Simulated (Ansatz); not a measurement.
Crystal: Na, a calculation's input that goes back to an entry of the Crystallography Open Database (an earlier step may have relaxed or displaced it).

```cif
data_structure
_symmetry_space_group_name_H-M 'P 1'
_symmetry_Int_Tables_number 1
_cell_length_a 4.2350
_cell_length_b 4.2350
_cell_length_c 4.2350
_cell_angle_alpha 90.000
_cell_angle_beta 90.000
_cell_angle_gamma 90.000
_cell_volume 75.96
loop_
_atom_site_label
_atom_site_type_symbol
_atom_site_fract_x
_atom_site_fract_y
_atom_site_fract_z
_atom_site_occupancy
Na1 Na 0.00000 0.00000 0.00000 1
Na2 Na 0.50000 0.50000 0.50000 1
```

Q: What does its first Brillouin zone look like, and which path through it is standard?

A: It has a body-centred cubic lattice (cI; extended symbol cI1). The zone is a rhombic dodecahedron in its combinatorial type: 12 faces (12 with 4 edges), 24 edges, 14 vertices. Path: Γ–H–N–Γ–P–H | P–N.

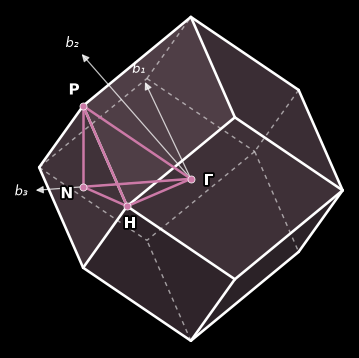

Labels and path follow the convention of Hinuma et al. (2017), as computed by seekpath; the arrows show the directions of the reciprocal primitive vectors b₁, b₂, b₃, in which coordinates are given; lengths include the factor 2π.

```
point   k₁    k₂   k₃  length of k (1/Å)
    Γ    0     0    0              0.000
    H  1/2  −1/2  1/2              1.484
    P  1/4   1/4  1/4              1.285
    N    0     0  1/2              1.049
```
